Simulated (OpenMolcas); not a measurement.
Single-point calculation, with input and output: SiHF

System: SiHF.
Method: HF/ANO-RCC-MB, RHF, DKH2 (OpenMolcas 26.06).

The geometry comes from this level: PBE0-D4/def2-TZVP.

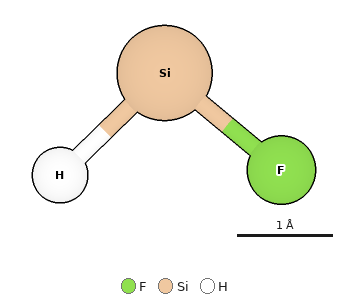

The input geometry (ball-and-stick view, seen on its broad side). Bond lengths as drawn: F–Si 1.61 Å and H–Si 1.54 Å.

**The input**
```
&GATEWAY
 Coord
 mol.xyz
 Basis
 ANO-RCC-MB
 Group
 NoSym

&SEWARD

&SCF
 PrOrbitals
 0

&LOCALISATION
 Occupied
 Freeze
 Pipek-Mezey

&LOCALISATION
 FileOrb
 $Project.LocOrb
 Virtual
 Pipek-Mezey
```

**File mol.xyz**
```
3

F     -1.090200     0.024400    -0.602300
Si     0.186800     0.629400     0.173800
H      0.892400    -0.718600     0.415300
```

Launch command:
```bash
export MOLCAS_MEM=1860
pymolcas step1.input > step1.log
```

**The program's output**
```
--- Start Module: gateway ---

                                              &GATEWAY

                       available to each process: 1.9 GB of memory, 1 thread

++    Symmetry information:
      ---------------------

                    Character Table for C1

                             E
                    a        1  x, y, xy, Rz, z, xz, Ry, yz, Rx, I
--

++    Basis set information:
      ----------------------

      Basis set label: F.ANO-RCC...2S1P.

      Electronic valence basis set:
      ------------------
      Associated Effective Charge   9.000000 au
      Associated Actual Charge      9.000000 au
      Nuclear Model: Point charge

      Shell  nPrim  nBasis  Cartesian Spherical Contaminant
         s      14       2        X
         p       9       1        X

      Basis set label: SI.ANO-RCC...3S2P.

      Electronic valence basis set:
      ------------------
      Associated Effective Charge  14.000000 au
      Associated Actual Charge     14.000000 au
      Nuclear Model: Point charge

      Shell  nPrim  nBasis  Cartesian Spherical Contaminant
         s      17       3        X
         p      12       2        X

      Basis set label: H.ANO-RCC...1S.

      Electronic valence basis set:
      ------------------
      Associated Effective Charge   1.000000 au
      Associated Actual Charge      1.000000 au
      Nuclear Model: Point charge

      Shell  nPrim  nBasis  Cartesian Spherical Contaminant
         s       8       1        X
--

++    Molecular structure info:
      -------------------------

                    ************************************************
                    **** Cartesian Coordinates / bohr, angstrom ****
                    ************************************************

     Center  Label                x              y              z                     x              y              z
        1      F1              -2.060179       0.046109      -1.138182             -1.090200       0.024400      -0.602300
        2      SI2              0.353001       1.189394       0.328434              0.186800       0.629400       0.173800
        3      H3               1.686392      -1.357957       0.784803              0.892400      -0.718600       0.415300

                    ***************************************
                    *    InterNuclear Distances / bohr    *
                    ***************************************

               1 F1            2 SI2           3 H3
    1 F1       0.000000
    2 SI2      3.046556        0.000000
    3 H3       4.439152        2.911220        0.000000

                    *******************************************
                    *    InterNuclear Distances / angstrom    *
                    *******************************************

               1 F1            2 SI2           3 H3
    1 F1       0.000000
    2 SI2      1.612168        0.000000
    3 H3       2.349098        1.540551        0.000000
--

            Nuclear Potential Energy             48.19457534 au

--- Stop Module: gateway /rc=_RC_ALL_IS_WELL_ ---

--- Start Module: seward ---

                                              &SEWARD

                       available to each process: 1.9 GB of memory, 1 thread

               SEWARD will generate:
                  Multipole Moment integrals up to order  2
                  Kinetic Energy integrals
                  Nuclear Attraction integrals (point charge)
                  One-Electron Hamiltonian integrals
                  Velocity integrals
                  Relativistic Douglas-Kroll-Hess integrals:
                    - Parametrization         : EXP
                    - DKH order of Hamiltonian: 2
                    - DKH order of Properties : 0
                         - multipole moment operators
                         - electric potential operators
                         - contact operators
                  Orbital angular momentum around ( -0.5745   0.6832  -0.2427 )
                  Velocity quadrupole around ( -0.5745   0.6832  -0.2427 )
                  Atomic mean-field integrals
                  Two-Electron Repulsion integrals

                   Integrals are discarded if absolute value <: 1.00E-14
                   Integral cutoff threshold is set to       <: 1.00E-16

            Nuclear Potential Energy             48.19457534 au

      Basis set specifications :
      Symmetry species         a
      Basis functions           15

--- Stop Module: seward /rc=_RC_ALL_IS_WELL_ ---

--- Start Module: scf ---

                                                &SCF

                       available to each process: 1.9 GB of memory, 1 thread

++    Input section:
      --------------

      Header of the integral files:

      Cartesian coordinates in angstrom:
      -----------------------------------------------------
      No.  Label        X            Y            Z
      -----------------------------------------------------
       1   F1        -1.09020000   0.02440000  -0.60230000
       2   SI2        0.18680000   0.62940000   0.17380000
       3   H3         0.89240000  -0.71860000   0.41530000
      -----------------------------------------------------
      Nuclear repulsion energy =   48.19457534
--

++    Orbital specifications:
      -----------------------

      Symmetry species               1
                                     a
      Frozen orbitals                0
      Occupied orbitals             12
      Secondary orbitals             3
      Deleted orbitals               0
      Total number of orbitals      15
      Number of basis functions     15
--

      Molecular charge                           0.000

++    Optimization specifications:
      ----------------------------

      SCF Algorithm: Conventional
      Minimized density differences are used
      Number of density matrices in core                 5
      Maximum number of NDDO SCF iterations            400
      Maximum number of HF SCF iterations              400
      Threshold for SCF energy change             1.00E-09
      Threshold for density matrix                1.00E-04
      Threshold for Fock matrix                   1.50E-04
      Threshold for linear dependence             1.00E-09
      Threshold at which DIIS is turned on        1.50E-01
      Maximum depth in the DIIS procedure                5
      Maximum depth in the BFGS Hessian update          30
      Threshold at which QNR/C2DIIS is turned on  7.50E-02
      Threshold for Norm(delta) (QNR/C2DIIS)      1.00E-03
      All orbitals punched on: SCFORB
--

      Input vectors read from INPORB
      Orbital file label: *Guess orbitals

++ Convergence information
                                   SCF        iterations: Energy and convergence statistics

Iter     Tot. SCF        One-elec.       Two-elec.     Energy      Max Dij or  Max Fij      DNorm      TNorm      AccCon     Time
         Energy          Energy          Energy        Change      Delta Norm                                                in Sec.
   1  -389.526614346  -637.712745327   199.991555643   0.00E+00    1.30E-01*   5.91E-02*    7.03E+00   6.50E+01   None         0.
   2  -389.555822007  -637.407233959   199.656836614  -2.92E-02*   2.80E-02*   2.01E-02*    6.64E-01   6.50E+01   EDIIS        0.
   3  -389.557332732  -637.558182297   199.806274227  -1.51E-03*   1.01E-02*   4.67E-03*    1.25E-01   6.50E+01   c2DIIS       0.
   4  -389.557546811  -637.536944731   199.784822583  -2.14E-04*   3.73E-03*   2.00E-03*    3.30E-02   6.50E+01   QNRc2DIIS    0.
   5  -389.557573481  -637.548934916   199.796786097  -2.67E-05*   3.54E-03*   6.60E-04*    5.14E-03   6.50E+01   QNRc2DIIS    0.
   6  -389.557582417  -637.548195275   199.796037521  -8.94E-06*   1.29E-04    7.16E-05     9.77E-04   6.50E+01   QNRc2DIIS    0.
   7  -389.557582451  -637.548181396   199.796023607  -3.48E-08*   6.30E-05    2.56E-05     1.09E-04   6.50E+01   QNRc2DIIS    0.
   8  -389.557582456  -637.548197404   199.796039611  -4.47E-09*   4.00E-06    1.53E-06     2.01E-05   6.50E+01   QNRc2DIIS    0.
   9  -389.557582456  -637.548200484   199.796042690  -2.35E-11    8.46E-07    2.25E-07     6.00E-06   6.50E+01   QNRc2DIIS    0.

       Convergence after   9 Iterations
--

 *****************************************************************************************************************************
 *                                             SCF/KS-DFT Program, Final results                                             *
 *                                                       Final Results                                                       *
 *****************************************************************************************************************************

::    Total SCF energy                               -389.5575824560
      One-electron energy                            -637.5482004837
      Two-electron energy                             199.7960426902
      Nuclear repulsion energy                         48.1945753375
      Kinetic energy (interpolated)                   395.2679791271
      Virial theorem                                    0.9855531008
      Total spin, S(S+1)                                0.0000000000
      Total spin, S                                     0.0000000000
      Max non-diagonal density matrix element           0.0000009210
      Max non-diagonal Fock matrix element              0.0000001703

      No orbitals printed

++    Molecular charges:
      ------------------

      Mulliken charges per centre
      ---------------------------

                F1      SI2     H3
      Total    9.5792 13.2822  1.1386

      N-E     -0.5792  0.7178 -0.1386

      Total electronic charge=   24.000000

      Total            charge=   -0.000000
--

++    Static properties:
      ------------------

      LoProp Charges per center

                   F1       SI2      H3
      Nuclear      9.0000  14.0000   1.0000
      Electronic  -9.4398 -13.4347  -1.1255

      Total       -0.4398   0.5653  -0.1255
--

++    Natural Bond Order analysis
      ---------------------------
      Based on LoProp computed density
      -------------------------------------------------------------------------------------
      Atom A       Atom B       Bond Order
      -------------------------------------------------------------------------------------
      NBO located      0.982 non-bonded electrons on atom F1
      NBO located      1.000 non-bonded electrons on atom F1
      NBO located      1.004 non-bonded electrons on atom F1
      NBO located      0.994 non-bonded electrons on atom SI2
      NBO located      1.000 non-bonded electrons on atom SI2
      NBO located      0.998 non-bonded electrons on atom SI2
      NBO located      0.999 non-bonded electrons on atom SI2
      NBO located      0.999 non-bonded electrons on atom SI2
      The remaining    4.439 electrons are to be considered as diffuse
--

++    Molecular properties:
      ---------------------

      Charge (e):
                      =   -0.0000
      Dipole Moment (debye):
      Origin of the operator (angstrom)=   -0.3040    0.3615   -0.1284
                   X=  1.1808E+00               Y=  2.7411E-01               Z=  6.8589E-01           Total=  1.3928E+00
      Quadrupole Moment (debye*angstrom):
      Origin of the operator (angstrom)=   -0.3040    0.3615   -0.1284
                  XX= -2.0662E+01              XY= -4.5921E-01              XZ= -2.6245E+00              YY= -2.2754E+01
                  YZ= -1.0041E+00              ZZ= -1.7594E+01
      In traceless form (debye*angstrom)
                  XX= -4.8834E-01              XY= -6.8881E-01              XZ= -3.9368E+00              YY= -3.6259E+00
                  YZ= -1.5062E+00              ZZ=  4.1142E+00
--

--- Stop Module: scf /rc=_RC_ALL_IS_WELL_ ---

--- Start Module: localisation ---

                                           &LOCALISATION

                       available to each process: 1.9 GB of memory, 1 thread

 Header from vector file:

* SCF orbitals

 Pipek-Mezey localisation
 Convergence threshold:   1.0000E-06 (functional)
 Convergence threshold:   1.0000E-02 (gradient)
 Screening threshold  :   1.0000E-10 (orbital rotations)
 Frozen orbitals      :      3
 Orbitals to localise :      9

 CPU  time for localisation procedure:      0.00 seconds

++    Molecular orbitals:
      -------------------

      Title: Final localised MO's

      Molecular orbitals for symmetry species 1: a

      Basis set list:
        1 F1     1s                  9 SI2    2px
        2 F1     2s                 10 SI2    3px
        3 F1     2px                11 SI2    2py
        4 F1     2py                12 SI2    3py
        5 F1     2pz                13 SI2    2pz
        6 SI2    1s                 14 SI2    3pz
        7 SI2    2s                 15 H3     1s
        8 SI2    3s

  Index Energy  Occupation Coefficients ...

    1  -69.0790    2.0000          6 SI2    1s     ( 1.000),

    2  -26.1230    2.0000          1 F1     1s     ( 1.000),

    3   -6.2797    2.0000          7 SI2    2s     ( 1.000),

    4    0.0000    2.0000          9 SI2    2px    ( 0.869),    13 SI2    2pz    ( 0.462),

    5    0.0000    2.0000          9 SI2    2px    ( 0.483),    13 SI2    2pz    (-0.870),

    6    0.0000    2.0000         11 SI2    2py    ( 0.975),

    7    0.0000    2.0000          2 F1     2s     (-0.917),

    8    0.0000    2.0000          2 F1     2s     (-0.372),     3 F1     2px    (-0.639),     5 F1     2pz    (-0.386),

    9    0.0000    2.0000          4 F1     2py    (-0.922),

   10    0.0000    2.0000          3 F1     2px    ( 0.460),     5 F1     2pz    (-0.829),

   11    0.0000    2.0000         12 SI2    3py    ( 0.440),    15 H3     1s     (-0.628),

   12    0.0000    2.0000          8 SI2    3s     ( 0.904),

   13    0.0211    0.0000         10 SI2    3px    (-0.487),    14 SI2    3pz    ( 0.877),

   14    0.2319    0.0000          2 F1     2s     ( 0.526),    10 SI2    3px    ( 0.983),    14 SI2    3pz    ( 0.540),

   15    0.3658    0.0000          8 SI2    3s     (-0.806),    12 SI2    3py    ( 1.046),    15 H3     1s     ( 1.143),

--

--- Stop Module: localisation /rc=_RC_ALL_IS_WELL_ ---

--- Start Module: localisation ---

                                           &LOCALISATION

                       available to each process: 1.9 GB of memory, 1 thread

 Header from vector file:

*Localised orbitals

 Pipek-Mezey localisation
 Convergence threshold:   1.0000E-06 (functional)
 Convergence threshold:   1.0000E-02 (gradient)
 Screening threshold  :   1.0000E-10 (orbital rotations)
 Frozen orbitals      :     12
 Orbitals to localise :      3

 CPU  time for localisation procedure:      0.00 seconds

++    Molecular orbitals:
      -------------------

      Title: Final localised MO's

      Molecular orbitals for symmetry species 1: a

      Basis set list:
        1 F1     1s                  9 SI2    2px
        2 F1     2s                 10 SI2    3px
        3 F1     2px                11 SI2    2py
        4 F1     2py                12 SI2    3py
        5 F1     2pz                13 SI2    2pz
        6 SI2    1s                 14 SI2    3pz
        7 SI2    2s                 15 H3     1s
        8 SI2    3s

  Index Energy  Occupation Coefficients ...

    1  -69.0790    2.0000          6 SI2    1s     ( 1.000),

    2  -26.1230    2.0000          1 F1     1s     ( 1.000),

    3   -6.2797    2.0000          7 SI2    2s     ( 1.000),

    4    0.0000    2.0000          9 SI2    2px    ( 0.869),    13 SI2    2pz    ( 0.462),

    5    0.0000    2.0000          9 SI2    2px    ( 0.483),    13 SI2    2pz    (-0.870),

    6    0.0000    2.0000         11 SI2    2py    ( 0.975),

    7    0.0000    2.0000          2 F1     2s     (-0.917),

    8    0.0000    2.0000          2 F1     2s     (-0.372),     3 F1     2px    (-0.639),     5 F1     2pz    (-0.386),

    9    0.0000    2.0000          4 F1     2py    (-0.922),

   10    0.0000    2.0000          3 F1     2px    ( 0.460),     5 F1     2pz    (-0.829),

   11    0.0000    2.0000         12 SI2    3py    ( 0.440),    15 H3     1s     (-0.628),

   12    0.0000    2.0000          8 SI2    3s     ( 0.904),

   13    0.0000    0.0000         10 SI2    3px    (-0.487),    14 SI2    3pz    ( 0.877),

   14    0.0000    0.0000          2 F1     2s     ( 0.597),     8 SI2    3s     (-0.473),    10 SI2    3px    ( 0.883),    14 SI2    3pz    ( 0.524),

   15    0.0000    0.0000          8 SI2    3s     (-0.686),    12 SI2    3py    ( 1.001),    15 H3     1s     ( 1.212),

--

--- Stop Module: localisation /rc=_RC_ALL_IS_WELL_ ---

.##################.
.# Happy landing! #.
.##################.

    Timing: Wall=1.73 User=1.21 System=0.41
```

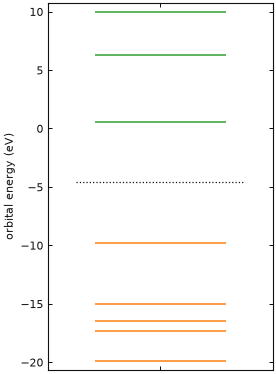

Orbital energies near the frontier; the dotted line parts filled from empty levels, and levels within 0.02 eV of each other stand side by side. Highest filled −9.79 eV, lowest empty 0.57 eV, 10.36 eV apart.

**Results in brief**

```json
{"quantity": "outcome", "value": "converged"}
{"quantity": "total energy", "value": "−389.557582 hartree"}
{"quantity": "basis functions", "value": "15"}
{"quantity": "HOMO", "value": "−9.79 eV"}
{"quantity": "LUMO", "value": "0.57 eV"}
{"quantity": "dipole moment", "value": "1.39 debye"}
{"quantity": "hardware", "value": "1 thread of Arm Neoverse V2, 24 GiB of memory available, shared host"}
{"quantity": "wall time", "value": "1.9 s"}
{"quantity": "peak memory", "value": "0.37 GiB"}
```
